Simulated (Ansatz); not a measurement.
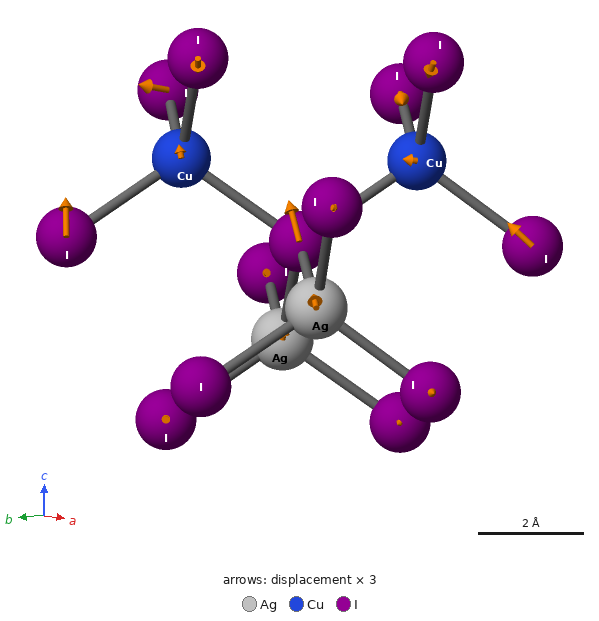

This is a relaxation of solid Ag$_{26}$Cu$_{6}$I$_{32}$ (a generated structure, set up in P1). The starting structure is drawn; orange arrows show the displacements, 3 times their true length.

Style: ball-and-stick. Shown: the atoms within 5.0 Å of the atom that moves most (axes of the cell of the calculation (origin shifted)), from a free direction.

Theory: DFT, PBEsol, PAW, plane waves (Ansatz). Settings: plane-wave cutoff 420 eV; k-point mesh 1 × 1 × 1; mesh shifted by (0.25, 0.25, 0.25); no spin polarisation; cell relaxed at fixed shape; force threshold 0.03 eV/Å; at most 80 steps.

Atoms of which element are displaced furthest, and by how much?

Iodine: up to 0.29 Å, against 0.15 Å for silver.

Describe the change and its energy.

Over 4 geometry steps the energy falls by 1.929 eV per cell of the calculation. The largest force component goes from 1.1 to 0.021 eV/Å. Pressure: 0.37 GPa at the start and 0.01 GPa at the end. An I atom moves most relative to the cell: 0.29 Å along [0 1 3]. By element the largest moves are I 0.29 Å, Ag 0.15 Å, Cu 0.13 Å. The volume changes by −0.3 %, with a = b = c 12.708 → 12.697 Å (−0.1 %). Some distances before and after: Cu–I 2.788 → 2.580 Å, Cu–I 2.781 → 2.603 Å, Cu–I 2.760 → 2.592 Å, Cu–I 2.737 → 2.582 Å. Among the angles between lasting bonds that change: Ag–I–Ag 109.7° → 101.8°, Cu–I–Cu 110.0° → 117.1°, I–Cu–I 112.3° → 105.9°. The space group stays P1 (No. 1). Cost: 8.1 s on 1 × NVIDIA GB200 with 8 threads of Arm Neoverse-V2, peak memory 2.3 GiB.
